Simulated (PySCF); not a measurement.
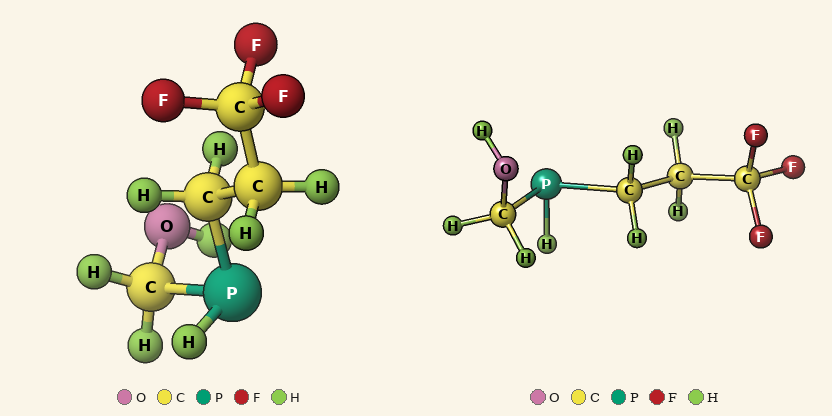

Both panels show the same species.

The geometry was computed by an optimisation with GFN2-xTB. No frequency run is at hand to confirm it as a minimum.

Identify the structure.

Formula C₄H₈F₃OP. As SMILES it reads `OCPCCC(F)(F)F`. It has no ring. Among its groups: alcohol, C–F bond. The point group is C1. Coordination: 1 O bent; 4 C tetrahedral; 1 P trigonal pyramidal.

The parts below concern this one geometry. Atoms keep their numbers from picture to picture.

**Charges**

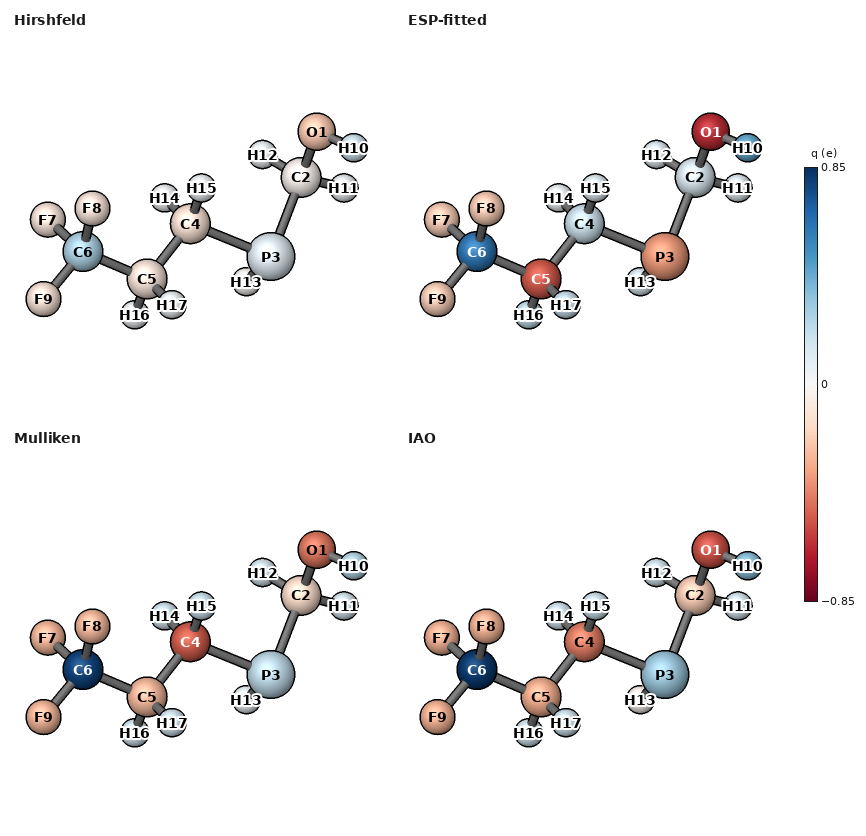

Atomic charges of one calculation by 4 schemes, on one colour scale. No frequency run is at hand to confirm it as a minimum. Computed with PBE0/pcSseg-1 (PySCF 2.14.0).

> On which atom do the schemes disagree most?

On C4 (from −0.52 to 0.18 e).

List the charges (e), one line for each set of equivalent atoms.

```
atom  Hirshfeld  ESP-fitted  Mulliken    IAO
  O1      −0.23       −0.63     −0.45  −0.54
  C2      −0.04        0.11     −0.15  −0.21
  P3       0.10       −0.36      0.21   0.30
  C4      −0.12        0.18     −0.52  −0.43
  C5      −0.10       −0.52     −0.27  −0.30
  C6       0.26        0.61      0.79   0.81
  F7      −0.10       −0.21     −0.27  −0.29
  F8      −0.09       −0.21     −0.27  −0.29
  F9      −0.10       −0.21     −0.27  −0.29
 H10       0.17        0.44      0.24   0.35
 H11       0.04        0.08      0.14   0.13
 H12       0.05        0.09      0.14   0.15
 H13      −0.02        0.12      0.04  −0.04
 H14       0.04        0.03      0.16   0.15
 H15       0.04        0.09      0.18   0.16
 H16       0.05        0.19      0.15   0.16
 H17       0.05        0.19      0.16   0.17
```

**NMR shielding**

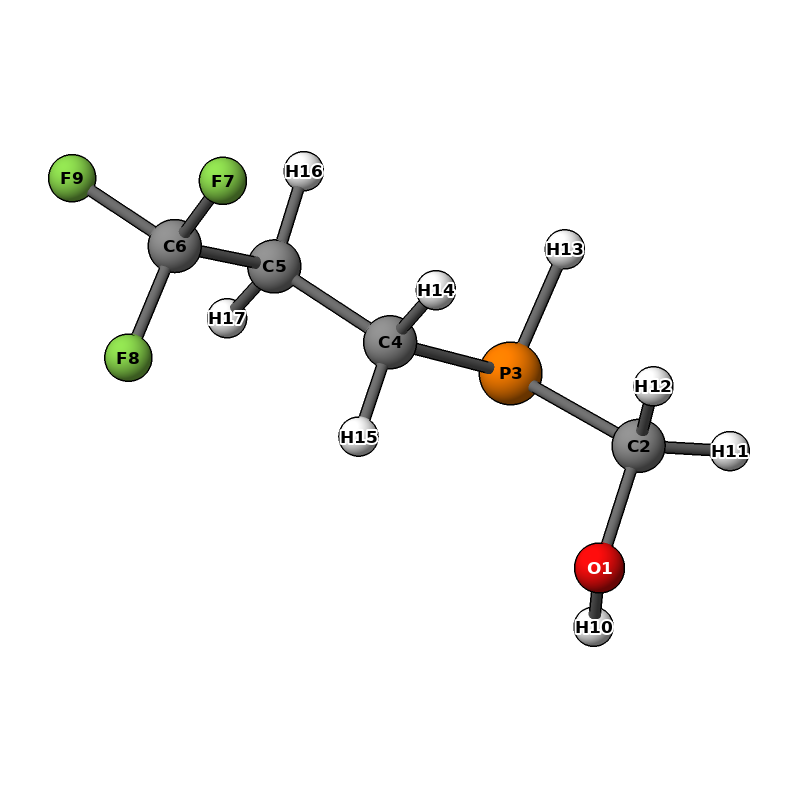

The questions are on isotropic NMR shieldings of the F atoms. No frequency run is at hand to confirm it as a minimum. Level of theory: GIAO PBE0/pcSseg-1 NMR shielding, non-relativistic, gas phase (PySCF 2.14.0).

Give the isotropic NMR shieldings of the F atoms atom by atom.

```json
{"atom": "F7", "σ (ppm)": "261.3"}
{"atom": "F8", "σ (ppm)": "261.9"}
{"atom": "F9", "σ (ppm)": "251.3"}
```

**Excitation**

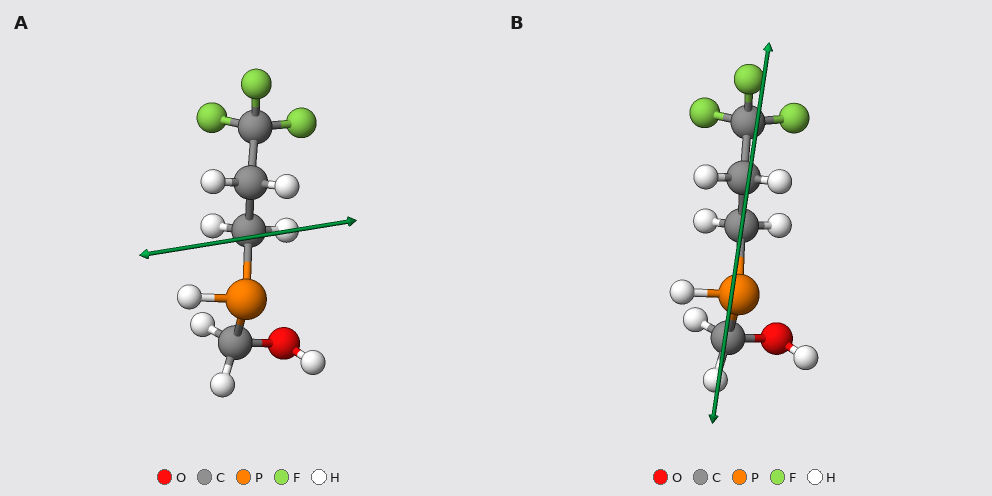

The double arrows show the directions of two transition dipoles from the ground state (lengths mean nothing). No frequency run is at hand to confirm it as a minimum. Level of theory: TDDFT PBE0/def2-SVPD, vertical, gas phase, core orbitals frozen in the response (PySCF 2.14.0).

> One belongs to singlet state 2 and one to singlet state 3. Which is which?

A: state 3, 6.72 eV (184 nm), oscillator strength 0.015, mainly HOMO−1 → LUMO (weight 0.90).
B: state 2, 6.50 eV (191 nm), oscillator strength 0.10, mainly HOMO → LUMO+1 (weight 0.90).

**Quadrupole coupling**

No frequency run is at hand to confirm it as a minimum. Electric field gradients from the ground-state density, PBE0/pcSseg-1 (PySCF 2.14.0), non-relativistic apart from any core potentials.

Give the largest field-gradient component, the quadrupole coupling constant and the asymmetry for 17O at O1 (Q = −25.6 mb), 2H at H10 (Q = 2.86 mb), 2H at H11 (Q = 2.86 mb).

```tsv
atom	V_zz (a.u.)	e²qQ/h (MHz)	η
O1	−1.972	11.86	0.94
H10	0.462	0.311	0.14
H11	0.287	0.193	0.07
```

Mulliken values depend strongly on the basis set and can even reverse the polarity of a bond. The geometry is semi-empirical. Around P such bond lengths and angles can be off by a tenth of an ångström or more and by several degrees, and values that hang on the shape move with them.
